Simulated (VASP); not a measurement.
Band structure of Li (bcc). Computed with r2SCAN meta-GGA, VASP's PBE PAW potentials (set 64) (plane waves; VASP).

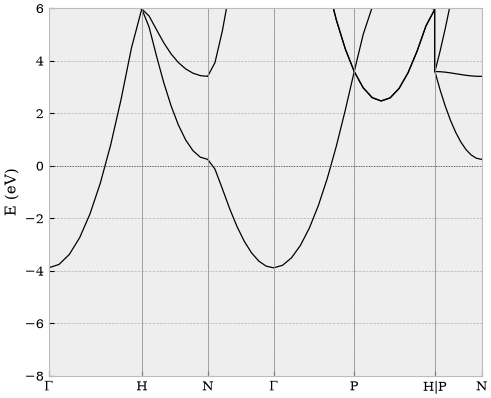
Fig. 1. Bands along high-symmetry lines, zero at the valence-band maximum or, without a gap, the Fermi level

Question: Read the plot: is there a gap, and where are the band edges?

Answer: It has no gap at this level: it comes out as a metal or semimetal.

The compound is Li in the bcc structure. It was relaxed first.
